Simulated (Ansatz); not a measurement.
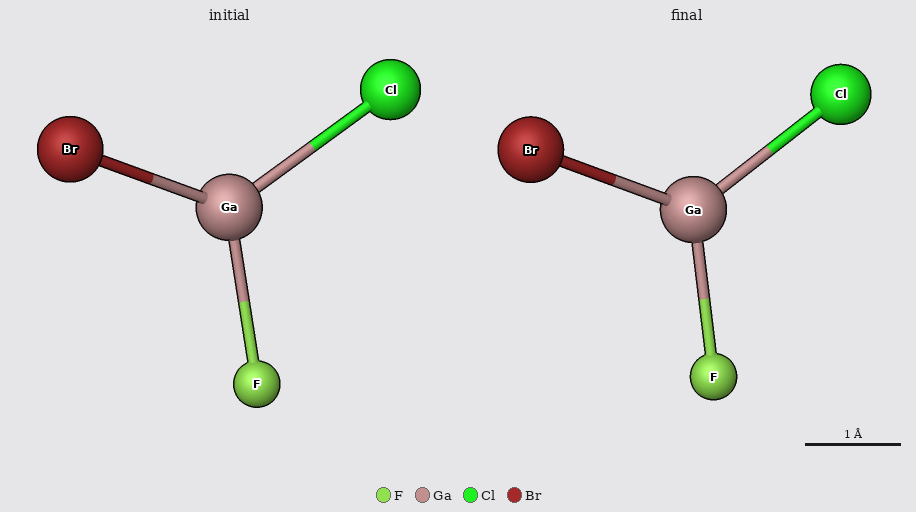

The structure of GaBrClF before (left) and after (right) a relaxation, at one scale.

The picture is a ball-and-stick view, seen at a tilt.

Theory: RKS SVWN5/ANO-RCC-VTZP in Ansatz.

Input
```yaml
crystal:
  periodic: [false, false, false]
  atoms:
    - {symbol: F, position_ang: [-1.119126, -0.623753, 1.292525]}
    - {symbol: Ga, position_ang: [0.069673, -0.038263, -0.094798]}
    - {symbol: Cl, position_ang: [2.186438, -0.650291, 0.366483]}
    - {symbol: Br, position_ang: [-0.673887, 1.261368, -1.688760]}
basis:
  gaussian: {orbitals: ANO-RCC-VTZP}
hamiltonian: {xc: {name: SVWN5}}
scf: {lower_state_search: off}
relax: {f_tol: 0.0001, max_steps: 2}
output: {forces: true}
```

Run as
```bash
ansatz run in.yaml --threads 2 --pin off --events-out ev --progress --plain --max-ram 32768MiB --backend cpu
```

> Describe what moved and what it gained.

The relaxation stopped without meeting its thresholds, so the last structure isn't shown to be converged. The input was poor on purpose: steps. The energy falls by 46.5 kJ/mol in 1 geometry step. Largest force component: 3.1 eV/Å at the start, 1.5 eV/Å at the end. The largest move after the best rigid fit is that of Cl3, 0.099 Å. By element the largest moves are Cl 0.099 Å, F 0.080 Å, Ga 0.070 Å, Br 0.043 Å. Among the contacts that change: Ga2–Cl3 2.251 → 2.118 Å, F1–Ga2 1.919 → 1.809 Å, Ga2–Br4 2.187 → 2.202 Å. Among the angles between lasting bonds that change: F1–Ga2–Cl3 110.6° → 113.3°. The run took roughly 13 core-seconds on a shared host.
